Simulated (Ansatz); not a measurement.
**What a change does: single-point calculation on CH5BN**

System: CH5BN, charge −1, SMILES [CH2-]BN.
Method of run 1: RKS PBE0-D4/def2-TZVPPD (Ansatz 0.2.0).

The geometry comes from this level: PBE0-D4/def2-TZVPD. Text and figures count atoms from 1; the logs count them from 0 in places.

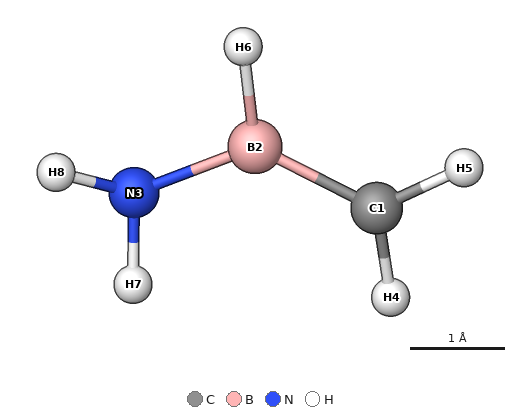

Fig. 1: The input geometry (ball-and-stick view, seen at a tilt; atoms are numbered from 1 in the order of the input).

## Input file, run 1
```yaml
crystal:
  periodic: [false, false, false]
  atoms:
    - {symbol: C, position_ang: [-0.849113, 0.710829, -0.670940]}
    - {symbol: B, position_ang: [-0.038206, 0.217295, 0.438577]}
    - {symbol: N, position_ang: [0.733211, -1.057027, 0.444437]}
    - {symbol: H, position_ang: [-0.945765, 0.198778, -1.634923]}
    - {symbol: H, position_ang: [-1.448693, 1.619633, -0.606823]}
    - {symbol: H, position_ang: [0.046381, 0.821583, 1.504830]}
    - {symbol: H, position_ang: [0.922234, -1.449071, -0.468339]}
    - {symbol: H, position_ang: [1.579950, -1.062020, 0.993182]}
basis:
  gaussian: {orbitals: "def2-TZVPPD.json"}
total_charge: -1
hamiltonian: {xc: pbe0, dispersion: d4}
output: {orbitals: {seedname: orbitals}}
```

Launched with:
```bash
ansatz run in.yaml --threads 2 --pin off --events-out ev --progress --plain --max-ram 4352MiB
```

Hardware: 2 threads of Arm Neoverse V1, 23 GiB of memory available, shared host.

## Output (run 1)
```
Functional definition: PBE0
  parameter a = 0.25
  parameter kappa = 0.804
  parameter beta = 0.06672455060314922
  exchange = (1 - a)*pbe_x(kappa = kappa, mu = beta*pi^2/3) + a*exact_x
  correlation = pbe_c(beta = beta)
813 factors; their error is unknown
mean field evaluation 1: about -3277.3968 eV, gradient 4.5e1 eV
mean field evaluation 2: about -3252.6841 eV, gradient 8.1e1 eV
mean field evaluation 4: about -3282.3028 eV, gradient 8.8e0 eV
mean field evaluation 8: about -3282.4887 eV, gradient 8.0e-2 eV
mean field evaluation 16: about -3282.4856 eV, gradient 5.6e-5 eV
mean field -3282.48562756 eV, -120.6291218641 hartree, gradient 5.6e-5 eV, S^2 0.000000; 0 other end points of the search recorded, 0 dependent functions left out
reference -3282.48566506 eV, -120.6291232424 hartree; 12, 12 occupied and 184, 184 virtual orbitals, 813 factors
Total energy: -3282.58535552 eV, -120.6327867992 hartree
```

The input of run 2 differs as follows (lines with − go, lines with + come):
```diff
-    - {symbol: C, position_ang: [-0.849113, 0.710829, -0.670940]}
-    - {symbol: B, position_ang: [-0.038206, 0.217295, 0.438577]}
-    - {symbol: N, position_ang: [0.733211, -1.057027, 0.444437]}
-    - {symbol: H, position_ang: [-0.945765, 0.198778, -1.634923]}
-    - {symbol: H, position_ang: [-1.448693, 1.619633, -0.606823]}
-    - {symbol: H, position_ang: [0.046381, 0.821583, 1.504830]}
-    - {symbol: H, position_ang: [0.922234, -1.449071, -0.468339]}
-    - {symbol: H, position_ang: [1.579950, -1.062020, 0.993182]}
+    - {symbol: C, position_ang: [-1.035424, 0.596433, -1.630289]}
+    - {symbol: B, position_ang: [-0.359502, -0.050338, -0.541968]}
+    - {symbol: N, position_ang: [0.238289, -0.564520, 0.524876]}
+    - {symbol: H, position_ang: [-0.531506, 1.283554, -2.305570]}
+    - {symbol: H, position_ang: [-2.086042, 0.426164, -1.852007]}
+    - {symbol: H, position_ang: [0.441014, 0.332469, 2.582992]}
+    - {symbol: H, position_ang: [0.700723, -1.459063, 0.416556]}
+    - {symbol: H, position_ang: [0.521053, 0.622080, 3.285530]}
```

Predict how the results change.

With the same method and basis, run 2 lies 25.6 kcal/mol higher. The HOMO goes from 0.80 to 0.05 eV. The LUMO goes from 3.88 to 3.77 eV.

## Output (run 2)
```
Functional definition: PBE0
  parameter a = 0.25
  parameter kappa = 0.804
  parameter beta = 0.06672455060314922
  exchange = (1 - a)*pbe_x(kappa = kappa, mu = beta*pi^2/3) + a*exact_x
  correlation = pbe_c(beta = beta)
813 factors; their error is unknown
mean field evaluation 1: about -3276.4053 eV, gradient 4.7e1 eV
mean field evaluation 2: about -3271.0818 eV, gradient 6.4e1 eV
mean field evaluation 4: about -3281.3123 eV, gradient 5.1e0 eV
mean field evaluation 8: about -3281.3759 eV, gradient 9.1e-2 eV
mean field evaluation 16: about -3281.3765 eV, gradient 8.0e-5 eV
mean field -3281.37650342 eV, -120.5883623037 hartree, gradient 8.0e-5 eV, S^2 0.000000; 0 other end points of the search recorded, 0 dependent functions left out
reference -3281.37653795 eV, -120.5883635728 hartree; 12, 12 occupied and 184, 184 virtual orbitals, 813 factors
Total energy: -3281.47341987 eV, -120.5919239175 hartree
```

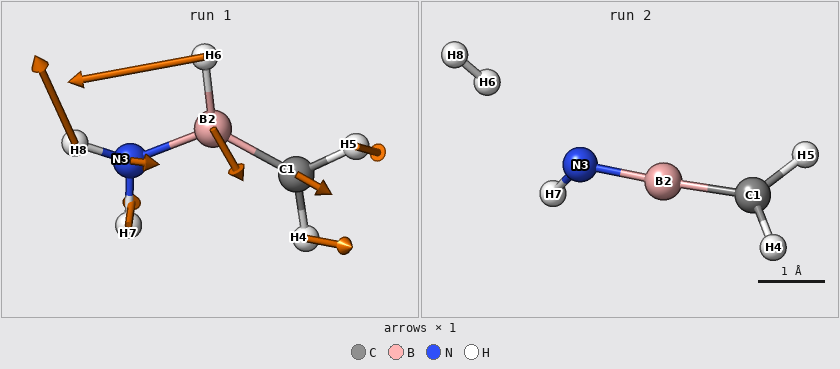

Fig. 2: The two input geometries at one scale (ball-and-stick view, seen at a tilt). The orange arrows on the first give the shifts of the atoms after the best rigid fit, at true length. The atom that moves furthest after the best rigid fit is H6 (2.15 Å). Largest moves by element: H 2.15 Å, B 1.03 Å, C 0.65 Å, N 0.47 Å. Among the contacts that change: B2–H6 1.229 → 3.248 Å, N3–H8 1.009 → 3.018 Å, H6–H8 2.482 → 0.764 Å, B2–N3 1.490 → 1.327 Å.

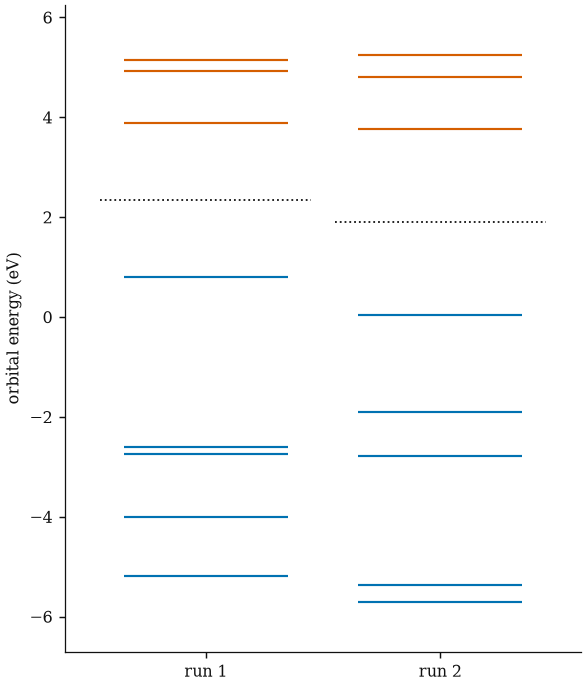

Fig. 3: The five highest filled and three lowest empty orbital energies of the two runs; the dotted lines part filled from empty levels. The HOMO–LUMO gap is 3.08 eV in run 1 and 3.73 eV in run 2.

## The two runs side by side

| quantity | run 1 | run 2 |
| --- | --- | --- |
| outcome | converged | converged |
| total energy (hartree) | −120.632787 | −120.591924 |
| HOMO (eV) | 0.80 | 0.05 |
| LUMO (eV) | 3.88 | 3.77 |
| basis functions | 196 | 196 |
| wall time (shared host) | 2.5 s | 2.3 s |

For both runs: The highest filled orbital lies above zero: either the extra electron isn't bound at this level, or the self-interaction error of the functional lifts the level.
